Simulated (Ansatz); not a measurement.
Partial pair distribution functions of a relaxed model of amorphous Si24O47F2, broadened by 0.06 Å; density 2.21 g/cm³. These are PBE, scalar-relativistic without spin-orbit coupling (plane waves to 420 eV, PAW; Ansatz, a quantum-chemistry and plane-wave program) values and carry that method's errors.

The cell was made by melting and quenching with the CHGNet potential and then relaxed with DFT. O and F atoms were pushed apart under 1.9 Å during the dynamics, to hinder bonds among them. The hot cell started wider than the set density and was brought back towards it in steps. It is the lowest in DFT energy of 2 quenches. It is a model cell: composition and starting density were chosen by hand, and all elements were melted together. No dispersion term was used. Its density started from a set value of 2.21 and ended at 2.21 g/cm³. The simulated quench (nominally 480 K/ps over its main leg) is rapid and tends to freeze in more defects than a deposited or slowly cooled glass has. A cell of this size samples the disorder only roughly. The volume was held where the preparation left it and the shape relaxed, at a PBE pressure of 0.5 GPa. Stress components on the final sampling reach 0.5 GPa.

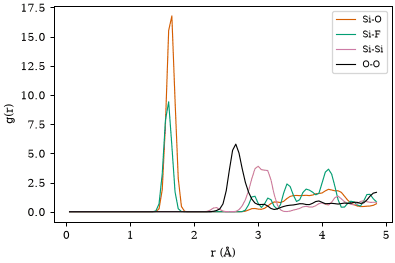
*Partial pair distribution functions*

Highest peaks under 4.5 Å: Si-O near 1.65 Å, Si-F near 1.60 Å, Si-Si near 3.00 Å, O-O near 2.65 Å; pairs of few atoms are noisy.

Within 1.90 Å each Si has 3.92 O neighbours on average.
